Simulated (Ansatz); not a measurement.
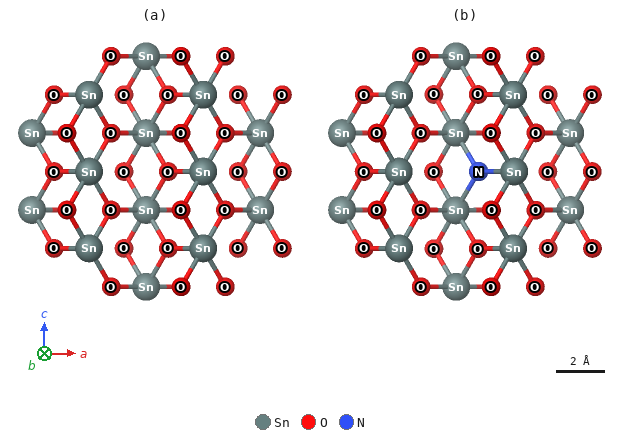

Left: perfect SnO$_{2}$. Right: the same region with one point defect, after relaxing the atoms in a supercell of 72 sites. The picture is a ball-and-stick view of the atoms within 6.0 Å of one point, in a slice 5.0 Å thick across the line of sight, seen along the b axis.

Computed with DFT, HSE06, PAW, plane waves in Ansatz. Settings: plane-wave cutoff 420 eV; k-point mesh 1 × 1 × 1; mesh shifted by (0.25, 0.25, 0.25); collinear spin. Fermi-Dirac smearing of 0.01 eV. A uniform background neutralises the charged cell. The axes drawn are those of the host's conventional cell.

**What kind of defect was made?**

An oxygen atom is replaced by nitrogen.

The charge state of the cell is +1.

**How does the lattice respond?**

In the host the O atom has 3 Sn at 2.06 to 2.07 Å; the N atom ends with 3 Sn at 2.11 to 2.12 Å. Of the host's atoms, a tin atom moves furthest from its site, by 0.06 Å. The cell ends without a net magnetic moment.

Limits of the set-up: the cell is charged, on a uniform background, and energies carry no finite-size correction.
